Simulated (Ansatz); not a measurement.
# Decaying states in the gap of LiSnF3

A new crystal, LiSnF3: structure, gap and complex bands. It is built by putting F for Cl in the LiSnCl3 structure of space group R3c, with the volume rescaled by atomic radii. The parent structure comes from the Materials Project.

Method: PBEsol DFT, plane waves, PAW files, in the first sound run; inputs show where later runs differ, in Ansatz 0.2.0.

The structure was built from a prototype and need not be the compound's stable phase.

### Step 1. The starting structure

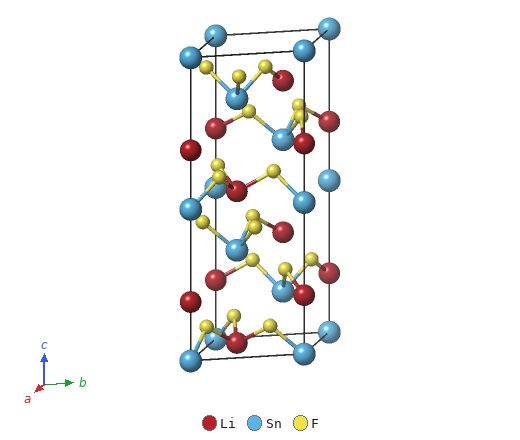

The cell as given, slightly off an axis (lithium red, tin blue, fluorine yellow). This picture shows the conventional cell, with its axes. Bonds to atoms that aren't drawn are left out. Some periodic images of atoms are drawn too.

As a file:

```cif
data_structure
_symmetry_space_group_name_H-M 'P 1'
_symmetry_Int_Tables_number 1
_cell_length_a 6.3065
_cell_length_b 6.3065
_cell_length_c 6.3065
_cell_angle_alpha 57.575
_cell_angle_beta 57.575
_cell_angle_gamma 57.575
_cell_volume 167.47
loop_
_atom_site_label
_atom_site_type_symbol
_atom_site_fract_x
_atom_site_fract_y
_atom_site_fract_z
_atom_site_occupancy
Li1 Li 0.30642 0.30642 0.30642 1
Li2 Li 0.80642 0.80642 0.80642 1
Sn3 Sn 0.00094 0.00094 0.00094 1
Sn4 Sn 0.50094 0.50094 0.50094 1
F5 F 0.13771 0.99655 0.58687 1
F6 F 0.99655 0.58687 0.13771 1
F7 F 0.58687 0.13771 0.99655 1
F8 F 0.08687 0.49655 0.63771 1
F9 F 0.63771 0.08687 0.49655 1
F10 F 0.49655 0.63771 0.08687 1
```

### Step 2. Cell and atoms at rest

The substituted atoms don't fit the parent's cell, so cell and atoms relax together. A small smearing keeps the run stable in case the gap closes on the way.

The input, input.yaml:

```yaml
crystal:
  lattice:
    - [3.0369662263, 1.7533932683, 5.241585203]
    - [-3.0369662263, 1.7533932683, 5.241585203]
    - [0.0, -3.5067865365, 5.241585203]
  atoms:
    - { symbol: Li, position: [0.30641721, 0.30641721, 0.30641721] }
    - { symbol: Li, position: [0.80641721, 0.80641721, 0.80641721] }
    - { symbol: Sn, position: [0.00094221, 0.00094221, 0.00094221] }
    - { symbol: Sn, position: [0.50094221, 0.50094221, 0.50094221] }
    - { symbol: F, position: [0.13771472, 0.99654884, 0.58687035] }
    - { symbol: F, position: [0.99654884, 0.58687035, 0.13771472] }
    - { symbol: F, position: [0.58687035, 0.13771472, 0.99654884] }
    - { symbol: F, position: [0.08687035, 0.49654884, 0.63771472] }
    - { symbol: F, position: [0.63771472, 0.08687035, 0.49654884] }
    - { symbol: F, position: [0.49654884, 0.63771472, 0.08687035] }
kpoints:
  mp_grid: { grid: [4, 4, 4] }
scf:
  occupations: { method: gaussian, width: 0.03 }
hamiltonian:
  xc: pbesol
output:
  forces: true
  stress: true
relax:
  f_tol: 0.02
  max_steps: 60
  cell: {}
```

The run is started by

```sh
$ ansatz run input.yaml --threads 2 --pin off --max-ram 4096MiB --backend cpu --events-out ev --progress --plain --runs-dir out
```

Numbers of over 12 decimals in the logs are rounded to 6 here.

The log of the run:

```text
Engine: ansatz 0.2.0, aarch64-unknown-linux-gnu
Pseudopotentials: kind: paw
Pseudopotential: Li, paw, valence charge 3, recommended cutoff 420 eV (normal), Li.paw.azcp
Pseudopotential: Sn, paw, valence charge 14, recommended cutoff 420 eV (normal), Sn.paw.azcp
Pseudopotential: F, paw, valence charge 7, recommended cutoff 420 eV (normal), F.paw.azcp
Functional definition: PBEsol
  exchange = pbesol_x
  correlation = pbesol_c
Crystal: 10 atoms, lattice volume = 167.469 Å³
Basis set: ecut = 420 eV, 3275 PW (Γ), exchange–correlation on 90×90×90 points (8 copies of the dense FFT grid, shifted against one another)
Bands: 48, of which v1, the nominal top of the filled ones, is band 38 counted from 1 (37 counted from 0)
Symmetry: 6 space group operations
Space group: R3c (ITA 161), of the structure as read, at distance tolerance 5.5e-5 Å
k-points: 13 of 64 (time reversal used)
Non-local potential: Li, projectors of the file, l = 0: 3, l = 1: 2, l = 2: 1
Non-local potential: Sn, projectors of the file, l = 0: 2, l = 1: 2, l = 2: 2, l = 3: 2
Non-local potential: F, projectors of the file, l = 0: 2, l = 1: 2, l = 2: 1
PAW form: soft (Blöchl's): semilocal exchange-correlation on the pseudo side does not see the compensation charge
PAW frozen core: Sn, regenerated for the run's functional, and the local potential with it (the file was generated under x = pbe(κ = 0.804, μ = 0.219515), c = pbe(β = 0.066725))
PAW frozen core: F, regenerated for the run's functional, and the local potential with it (the file was generated under x = pbe(κ = 0.804, μ = 0.219515), c = pbe(β = 0.066725))
PAW one-centre angular grid: Li, 110 points (default); XC on 64 Gauss nodes
PAW one-centre angular grid: Sn, 590 points (default); XC on 64 Gauss nodes
PAW one-centre angular grid: F, 110 points (default); XC on 64 Gauss nodes
Initial density: superposition of atomic densities (neutral atoms: chi_scale 0, normalization atom), corrected by the library's trained network
Initial wavefunctions: pseudopotential atomic-orbital guess
Functional: x = pbesol(κ = 0.804, μ = 0.123457), c = pbesol(β = 0.046)
SCF iter   1: F=—  HF=-17115.521094 eV  |F-HF|=—  |Δ(HF+E_count)|=         —  Δρ=1.24e-2  dr2=1.73e-1  ethr=1.77e-3  ⟨swp⟩=7.1  Hψ=2792  notcnv=0  defer=4
preconditioner: auto → Resta (q_TF=auto, 2.392 Å⁻¹)  ε∞=2.9  [insulator: Δε(μ)=3.772 eV  Ē_g=17.568 eV  σ=0.030 eV  W_gap=1.00  n_scr=44 (ndim 8)  ℏωp=24.3 eV  f_vac=0.130  D(μ)=0.00/eV (n_scr^D=0)  ε∞_Penn≈2.9]
SCF iter   2: F=—  HF=-17115.478183 eV  |F-HF|=—  |Δ(HF+E_count)|=   4.29e-2  Δρ=4.00e-3  dr2=1.42e-2  ethr=2.28e-4  ⟨swp⟩=2.2  Hψ=1231  notcnv=0  defer=52
SCF iter   3: F=—  HF=-17115.474538 eV  |F-HF|=—  |Δ(HF+E_count)|=   3.64e-3  Δρ=7.68e-4  dr2=7.92e-4  ethr=1.87e-5  ⟨swp⟩=2.0  Hψ=888  notcnv=0  defer=52
SCF iter   4: F=—  HF=-17115.474562 eV  |F-HF|=—  |Δ(HF+E_count)|=   2.45e-5  Δρ=1.66e-4  dr2=3.84e-5  ethr=1.04e-6  ⟨swp⟩=2.0  Hψ=954  notcnv=0  defer=52
SCF iter   5: F=—  HF=-17115.474670 eV  |F-HF|=—  |Δ(HF+E_count)|=   1.07e-4  Δρ=3.33e-5  dr2=1.36e-6  ethr=5.05e-8  ⟨swp⟩=2.0  Hψ=832  notcnv=0  defer=52
SCF iter   6: F=-17115.474671 eV  HF=-17115.474671 eV  |F-HF|=9.17e-8  |Δ(HF+E_count)|=   1.30e-6  Δρ=7.65e-6  dr2=8.93e-8  ethr=1.32e-10  ⟨swp⟩=5.0  Hψ=2303  notcnv=0
SCF 1 converged in 6 iterations: F = -17115.474671 eV  dr2 = 8.93e-8
  greatest PAW one-centre occupation: 0.999 electrons in one spin orbital (limit 2), on the Li atom at site 1 (counted from 0), in its partial waves of l = 0
relax step   1: F+E_penalty+E_count = -17115.47467106 eV  Δ(F+E_penalty+E_count) = +0.000e0 eV  max|allowed force component| = 7.998e-1 eV/Å  Δτ_max = 0.0000 Å  P = -7.578 GPa  Ω = 167.469 Å³  (6 SCF iters, dr2 threshold 1.00e-7 eV, accepted)
Crystal: 10 atoms, lattice volume = 147.503 Å³
Basis set: ecut = 420 eV, 2861 PW (Γ), exchange–correlation on 90×90×90 points (8 copies of the dense FFT grid, shifted against one another)
Initial density: handed on by an earlier stage of this run
Initial wavefunctions: those handed on with the density
iter 1 solved again at ethr=9.86e-4 eV; its pass at ethr=3.10e-3 eV (dr2=7.49e-1 eV) is discarded
SCF iter   1: F=—  HF=-17116.507589 eV  |F-HF|=—  |Δ(HF+E_count)|=         —  Δρ=2.30e-2  dr2=7.54e-1  ethr=9.86e-4  ⟨swp⟩=1.3  Hψ=2991  notcnv=0
preconditioner: auto → Resta (q_TF=auto, 2.443 Å⁻¹)  ε∞=3.0  [insulator: Δε(μ)=3.673 eV  Ē_g=18.371 eV  σ=0.030 eV  W_gap=1.00  n_scr=32 (ndim 8)  ℏωp=25.9 eV  f_vac=0.081  D(μ)=0.00/eV (n_scr^D=0)  ε∞_Penn≈3.0]
SCF iter   2: F=—  HF=-17116.287658 eV  |F-HF|=—  |Δ(HF+E_count)|=   2.20e-1  Δρ=1.02e-2  dr2=9.43e-2  ethr=9.86e-4  ⟨swp⟩=3.0  Hψ=1236  notcnv=0
SCF iter   3: F=—  HF=-17116.264193 eV  |F-HF|=—  |Δ(HF+E_count)|=   2.35e-2  Δρ=3.62e-3  dr2=1.54e-2  ethr=1.24e-4  ⟨swp⟩=3.0  Hψ=1250  notcnv=0  defer=53
SCF iter   4: F=—  HF=-17116.261841 eV  |F-HF|=—  |Δ(HF+E_count)|=   2.35e-3  Δρ=1.24e-3  dr2=1.64e-3  ethr=2.03e-5  ⟨swp⟩=2.0  Hψ=888  notcnv=0  defer=53
SCF iter   5: F=—  HF=-17116.262100 eV  |F-HF|=—  |Δ(HF+E_count)|=   2.58e-4  Δρ=2.64e-4  dr2=1.08e-4  ethr=2.16e-6  ⟨swp⟩=2.2  Hψ=842  notcnv=0  defer=53
SCF iter   6: F=—  HF=-17116.262249 eV  |F-HF|=—  |Δ(HF+E_count)|=   1.49e-4  Δρ=5.99e-5  dr2=4.80e-6  ethr=1.42e-7  ⟨swp⟩=2.0  Hψ=909  notcnv=0  defer=53
SCF iter   7: F=-17116.262258 eV  HF=-17116.262258 eV  |F-HF|=9.24e-8  |Δ(HF+E_count)|=   9.00e-6  Δρ=1.40e-5  dr2=2.84e-7  ethr=1.32e-9  ⟨swp⟩=5.0  Hψ=2240  notcnv=0
SCF 2 converged in 7 iterations: F = -17116.262258 eV  dr2 = 2.84e-7
relax step   2: F+E_penalty+E_count = -17116.26225803 eV  Δ(F+E_penalty+E_count) = -7.876e-1 eV  max|allowed force component| = 2.888e-1 eV/Å  Δτ_max = 0.1161 Å  P = -2.101 GPa  Ω = 147.503 Å³  energy of the carried Pulay correction = +6.604e-2 eV  (7 SCF iters, dr2 threshold 1.00e-6 eV, accepted)
Crystal: 10 atoms, lattice volume = 136.889 Å³
Basis set: ecut = 420 eV, 2687 PW (Γ), exchange–correlation on 90×90×90 points (8 copies of the dense FFT grid, shifted against one another)
iter 1 solved again at ethr=1.25e-4 eV; its pass at ethr=3.10e-3 eV (dr2=9.53e-2 eV) is discarded
SCF iter   1: F=—  HF=-17116.521871 eV  |F-HF|=—  |Δ(HF+E_count)|=         —  Δρ=9.66e-3  dr2=9.57e-2  ethr=1.25e-4  ⟨swp⟩=2.8  Hψ=2984  notcnv=0
preconditioner: auto → Resta (q_TF=auto, 2.473 Å⁻¹)  ε∞=3.0  [insulator: Δε(μ)=3.601 eV  Ē_g=18.810 eV  σ=0.030 eV  W_gap=1.00  n_scr=26 (ndim 8)  ℏωp=26.9 eV  f_vac=0.057  D(μ)=0.00/eV (n_scr^D=0)  ε∞_Penn≈3.0]
SCF iter   2: F=—  HF=-17116.495539 eV  |F-HF|=—  |Δ(HF+E_count)|=   2.63e-2  Δρ=4.63e-3  dr2=1.44e-2  ethr=1.25e-4  ⟨swp⟩=3.2  Hψ=1185  notcnv=0
[...]
relax step   6: F+E_penalty+E_count = -17116.60593764 eV  Δ(F+E_penalty+E_count) = -1.020e-2 eV  max|allowed force component| = 1.291e-1 eV/Å  Δτ_max = 0.0439 Å  P = -0.096 GPa  Ω = 132.806 Å³  energy of the carried Pulay correction = +1.203e-1 eV  (6 SCF iters, dr2 threshold 4.82e-7 eV, accepted)
relax step   7: F+E_penalty+E_count = -17116.61457482 eV  Δ(F+E_penalty+E_count) = -8.637e-3 eV  max|allowed force component| = 5.272e-2 eV/Å  Δτ_max = 0.0781 Å  P = +0.060 GPa  Ω = 134.339 Å³  energy of the carried Pulay correction = +1.144e-1 eV  (6 SCF iters, dr2 threshold 1.00e-6 eV, accepted)
relax step   8: F+E_penalty+E_count = -17116.61255698 eV  Δ(F+E_penalty+E_count) = +2.018e-3 eV  max|allowed force component| = 3.296e-2 eV/Å  Δτ_max = 0.0772 Å  P = +0.011 GPa  Ω = 136.340 Å³  energy of the carried Pulay correction = +1.068e-1 eV  (7 SCF iters, dr2 threshold 1.74e-7 eV, accepted)
relax step   9: F+E_penalty+E_count = -17116.61375540 eV  Δ(F+E_penalty+E_count) = -1.198e-3 eV  max|allowed force component| = 7.476e-3 eV/Å  Δτ_max = 0.0154 Å  P = -0.009 GPa  Ω = 136.156 Å³  energy of the carried Pulay correction = +1.075e-1 eV  (6 SCF iters, dr2 threshold 6.79e-8 eV, accepted)
relax step  10: F+E_penalty+E_count = -17116.57824433 eV  Δ(F+E_penalty+E_count) = +3.551e-2 eV  max|allowed force component| = 7.431e-3 eV/Å  Δτ_max = 0.0000 Å  P = -0.591 GPa  Ω = 136.156 Å³  stress off target by 6.02e-1 GPa  SCF on the basis re-selected at this cell (its energy is not comparable with the rows above)  (6 SCF iters)
relax step  11: F+E_penalty+E_count = -17116.60007553 eV  Δ(F+E_penalty+E_count) = -2.183e-2 eV  max|allowed force component| = 9.260e-2 eV/Å  Δτ_max = 0.0303 Å  P = +0.759 GPa  Ω = 131.112 Å³  energy of the carried Pulay correction = +1.908e-2 eV  (6 SCF iters, dr2 threshold 9.05e-7 eV, accepted)
relax step  12: F+E_penalty+E_count = -17116.59770275 eV  Δ(F+E_penalty+E_count) = +2.373e-3 eV  max|allowed force component| = 2.907e-2 eV/Å  Δτ_max = 0.0107 Å  P = -0.072 GPa  Ω = 132.535 Å³  energy of the carried Pulay correction = +1.380e-2 eV  (5 SCF iters, dr2 threshold 1.00e-6 eV, accepted)
relax step  13: F+E_penalty+E_count = -17116.59619454 eV  Δ(F+E_penalty+E_count) = +1.508e-3 eV  max|allowed force component| = 1.861e-2 eV/Å  Δτ_max = 0.0138 Å  P = +0.003 GPa  Ω = 133.135 Å³  energy of the carried Pulay correction = +1.159e-2 eV  (6 SCF iters, dr2 threshold 7.36e-8 eV, accepted)
relax step  14: F+E_penalty+E_count = -17116.59699390 eV  Δ(F+E_penalty+E_count) = -7.994e-4 eV  max|allowed force component| = 8.844e-4 eV/Å  Δτ_max = 0.0050 Å  P = -0.002 GPa  Ω = 132.975 Å³  energy of the carried Pulay correction = +1.218e-2 eV  (5 SCF iters, dr2 threshold 2.46e-8 eV, accepted)
relax step  15: F+E_penalty+E_count = -17116.58630914 eV  Δ(F+E_penalty+E_count) = +1.068e-2 eV  max|allowed force component| = 1.118e-3 eV/Å  Δτ_max = 0.0000 Å  P = -0.121 GPa  Ω = 132.975 Å³  stress off target by 1.55e-1 GPa  SCF on the basis re-selected at this cell (its energy is not comparable with the rows above)  (5 SCF iters)
relax step  16: F+E_penalty+E_count = -17116.58863812 eV  Δ(F+E_penalty+E_count) = -2.329e-3 eV  max|allowed force component| = 2.176e-3 eV/Å  Δτ_max = 0.0046 Å  P = -0.007 GPa  Ω = 132.445 Å³  energy of the carried Pulay correction = +2.086e-3 eV  (6 SCF iters, dr2 threshold 6.04e-8 eV, accepted)
iter 1 solved again at ethr=4.42e-8 eV; its pass at ethr=3.10e-3 eV (dr2=3.36e-5 eV) is discarded
SCF iter   1: F=—  HF=-17116.586551 eV  |F-HF|=—  |Δ(HF+E_count)|=         —  Δρ=4.48e-5  dr2=3.83e-7  ethr=4.42e-8  ⟨swp⟩=4.1  Hψ=4583  notcnv=0
preconditioner: auto → Resta (q_TF=auto, 2.487 Å⁻¹)  ε∞=3.1  [insulator: Δε(μ)=3.656 eV  Ē_g=19.002 eV  σ=0.030 eV  W_gap=1.00  n_scr=26 (ndim 8)  ℏωp=27.4 eV  f_vac=0.041  D(μ)=0.00/eV (n_scr^D=0)  ε∞_Penn≈3.1]
SCF iter   2: F=—  HF=-17116.586511 eV  |F-HF|=—  |Δ(HF+E_count)|=   4.07e-5  Δρ=1.94e-5  dr2=1.09e-7  ethr=5.04e-10  ⟨swp⟩=2.0  Hψ=1117  notcnv=0
SCF iter   3: F=—  HF=-17116.586511 eV  |F-HF|=—  |Δ(HF+E_count)|=   6.44e-8  Δρ=8.68e-6  dr2=1.27e-8  ethr=1.44e-10  ⟨swp⟩=2.2  Hψ=845  notcnv=0
SCF iter   4: F=-17116.586511 eV  HF=-17116.586511 eV  |F-HF|=5.46e-11  |Δ(HF+E_count)|=   1.69e-8  Δρ=2.84e-7  dr2=7.47e-11  ethr=1.00e-12  ⟨swp⟩=3.9  Hψ=2543  notcnv=0
SCF 17 converged in 4 iterations: F = -17116.586511 eV  dr2 = 7.47e-11
relax step  17: F+E_penalty+E_count = -17116.58651075 eV  Δ(F+E_penalty+E_count) = +2.127e-3 eV  max|allowed force component| = 1.948e-3 eV/Å  Δτ_max = 0.0000 Å  P = -0.019 GPa  Ω = 132.445 Å³  stress off target by 2.38e-2 GPa  SCF on the basis re-selected at this cell (its energy is not comparable with the rows above)  (4 SCF iters)
basis re-selected at this cell: Δ(F+E_penalty+E_count) = +2.127e-3 eV, ΔP = -0.013 GPa vs the last step (what re-selecting the basis moved, of the pressure what is left beyond the Pulay correction that the steps carried, after the strain that the cell walked since its last selection, with what the two solves' SCF thresholds leave and, on support functions, any second-order correction that the steps lacked; it is no m [...]
SCF converged after 4 iterations
Free energy (F): -17116.586511 eV
Harris-Foulkes:  -17116.586511 eV  (|F-HF|=5.46e-11)
Internal energy: -17116.586511 eV  (E = F + TS)
E sigma→0 (E₀):  -17116.586511 eV
Fermi energy:    6.273328 eV
--- Per-component energies (eV) ---
  E_band       = -612.891743
  E_kinetic    = 1652.962167
  E_local      = -5635.777472  (includes V_loc(G=0)·N_el)
  E_nonlocal   = 314.541008
  E_hartree    = 2501.664630
  E_xc         = -1253.911534
  E_vxc        = -832.060399  (∫ρ·V_xc dr)
  E_paw        = -9324.205438  (= ΣΔE_a)
  E_vpaw       = -1115.898275  (= ΣTr[D̂ρ^β])
  E_aug_tail   = 0.012145  (compensation charges beyond the density's cutoff)
  E_ewald      = -5372.696353
  E_core_change = 0.824335  (= ΣΔE_core)
  E_smearing   = -0.000000  (= −TS)
  E_closure    = 0.000000  (closes the sum)
  Σ components = -17116.586511   (vs F -17116.586511, Δ=0.00e0)
--- Forces (eV/Å), atoms counted from 1 ---
  atom   1  Li     0.00000000     0.00000000     0.00035155
  atom   2  Li     0.00000000     0.00000000     0.00035155
  atom   3  Sn    -0.00000000     0.00000000     0.00194829
  atom   4  Sn    -0.00000000     0.00000000     0.00194829
  atom   5  F      0.00026088     0.00056781    -0.00076660
  atom   6  F      0.00036130    -0.00050984    -0.00076660
  atom   7  F     -0.00062218    -0.00005798    -0.00076660
  atom   8  F     -0.00036130    -0.00050984    -0.00076660
  atom   9  F      0.00062218    -0.00005798    -0.00076660
  atom  10  F     -0.00026088     0.00056781    -0.00076660
  max |Σ_I F_I| component: 9.13e-8 eV/Å
--- Stress (GPa, compression-positive) ---
       -0.016935       0.000000       0.000000
        0.000000      -0.016935      -0.000000
       -0.000000      -0.000000      -0.023793
  P = ⅓ Tr σ = -0.0192 GPa (-0.192 kbar)
--- Relaxed structure (14 steps of the walk, 14 accepted, 3 SCFs on fresh bases) ---
  F+E_penalty+E_count = -17116.58651075 eV   max|allowed force component| = 1.948e-3 eV/Å   (the final SCF, on the basis selected at the relaxed cell)
  cell:  # Å, volume = 132.4446 Å³
    - [2.831968, 1.635038, 4.767237]
    - [-2.831968, 1.635038, 4.767237]
    - [0, -3.270076, 4.767237]
  atoms:
    - { symbol: Li, position: [0.298108, 0.298108, 0.298108] }
    - { symbol: Li, position: [0.798108, 0.798108, 0.798108] }
    - { symbol: Sn, position: [0.011223, 0.011223, 0.011223] }
    - { symbol: Sn, position: [0.511223, 0.511223, 0.511223] }
    - { symbol: F, position: [0.062795, 1.063710, 0.592657] }
    - { symbol: F, position: [1.063710, 0.592657, 0.062795] }
    - { symbol: F, position: [0.592657, 0.062795, 1.063710] }
    - { symbol: F, position: [0.092657, 0.563710, 0.562795] }
    - { symbol: F, position: [0.562795, 0.092657, 0.563710] }
    - { symbol: F, position: [0.563710, 0.562795, 0.092657] }
```

It took 1.9 min on 2 threads of Arm Neoverse N1, shared host; peak memory 0.44 GiB; 3.8 min of CPU time.

Relaxation path:

```tsv
step	energy less that of the first step (eV)	largest force component (eV/Å)	pressure (GPa)	volume (Å³)
1	0.0000	0.7998	-7.58	167.47
2	-0.7876	0.2888	-2.10	147.50
3	-1.0173	0.2203	0.34	136.89
4	-1.0993	0.0972	0.35	132.48
5	-1.1211	0.0879	-0.02	132.16
6	-1.1313	0.1291	-0.10	132.81
7	-1.1399	0.0527	0.06	134.34
8	-1.1379	0.0330	0.01	136.34
9	-1.1391	0.0075	-0.01	136.16
10*	-1.1036	0.0074	-0.59	136.16
11	-1.1254	0.0926	0.76	131.11
12	-1.1230	0.0291	-0.07	132.54
13	-1.1215	0.0186	0.00	133.14
14	-1.1223	0.0009	0.00	132.97
15*	-1.1116	0.0011	-0.12	132.97
16	-1.1140	0.0022	-0.01	132.44
17*	-1.1118	0.0019	-0.02	132.44
```

Relaxation steps marked * repeat the geometry before them on a plane-wave basis chosen anew for their cell, so energy and pressure can jump there.

The run keeps the 6 symmetry operations that it works with, so distortions that break them were not tested.

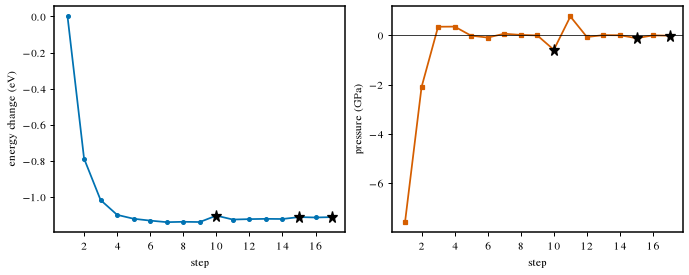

Energy and pressure along the relaxation. Stars mark steps on a basis chosen anew.

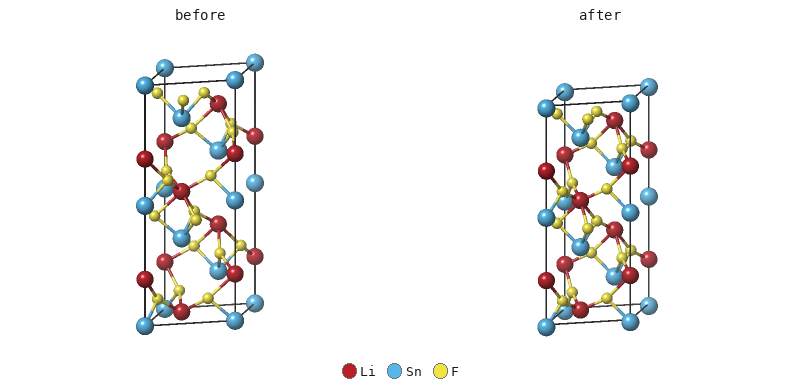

The structure before and after the relaxation, drawn at the same scale. Bonds to atoms that aren't drawn are left out.

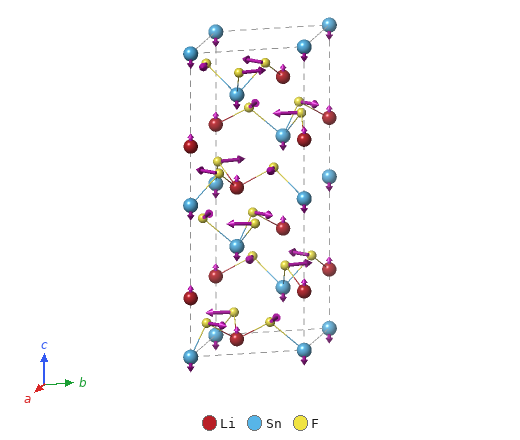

Displacements in the relaxation, exaggerated, measured against the changing cell; the longest in the cell stands for 0.40 Å. Bonds to atoms that aren't drawn are left out. Some periodic images of atoms are drawn too.

```tsv
cell as run	before	after	change
a (Å)	6.306	5.781	-8.3 %
b (Å)	6.306	5.781	-8.3 %
c (Å)	6.306	5.781	-8.3 %
α (°)	57.57	58.66	+1.9 %
β (°)	57.57	58.66	+1.9 %
γ (°)	57.57	58.66	+1.9 %
volume (Å³/atom)	16.75	13.24	-20.9 %
```

The atoms that moved most (Å, as changes of fractional coordinates times the final cell):

```tsv
atom	dx	dy	dz	length
F10	0.402	-0.032	-0.009	0.404
F8	-0.174	0.364	-0.009	0.404
F9	-0.229	-0.333	-0.009	0.404
F7	0.229	-0.333	-0.009	0.404
F6	0.174	0.364	-0.009	0.404
F5	-0.402	-0.032	-0.009	0.404
Sn3	0.000	0.000	0.147	0.147
Sn4	0.000	0.000	0.147	0.147
```

Numbers from this step:

```yaml
free_energy: -17116.5865 eV
fermi_energy: 6.273 eV
pressure: -0.01922 GPa
```

The largest force component on a free atom ends at 0.0019 eV/Å.

(Continued in part 2 of 3.)

[Logs are printed without paths, hosts, clocks, repeated set-up lines and the standing remarks that a program may print on its own settings, such as how far it seeks lower states.]

[Hosts, paths, dates, database ids (printed as entryN), source tags and the programs' standing remarks are cut or masked in the printed files.]

[New means built here by substitution; the compound itself may be known and measured.]
